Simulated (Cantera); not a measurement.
Feed: 1 mol SiCl₄, a varied amount of NO, 32 mol N₂, equilibrated at 1627 °C and 14.0 mbar.

Cantera equilibrium calculation (NASA polynomials, part measured and part estimated; ideal gas, pure solids and liquids). Candidate condensed phases: Si, SiO₂, Si₂N₂O, Si₃N₄; 23 gas species. The tables' values for SiCl₃ are old estimates; treat these amounts as uncertain. The tables hold silica as quartz up to 1696 K and as liquid above; real silica turns to tridymite and cristobalite and melts near 1996 K. Equilibrium is a limit: real reactors are often held back by kinetics, nucleation or transport.

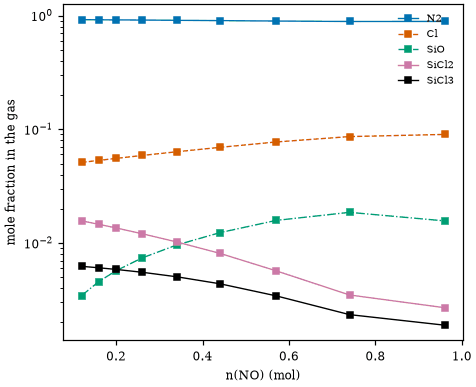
*Equilibrium gas composition (values under 1e-9 drawn at 1e-9)*

From 0.12 mol NO to 0.57 mol NO nothing is condensed. From 0.74 mol NO to 0.96 mol NO the condensed part is SiO₂(condensed). The main Si-bearing gas is SiCl₂ at 0.12 mol NO and SiO at 0.96 mol NO.
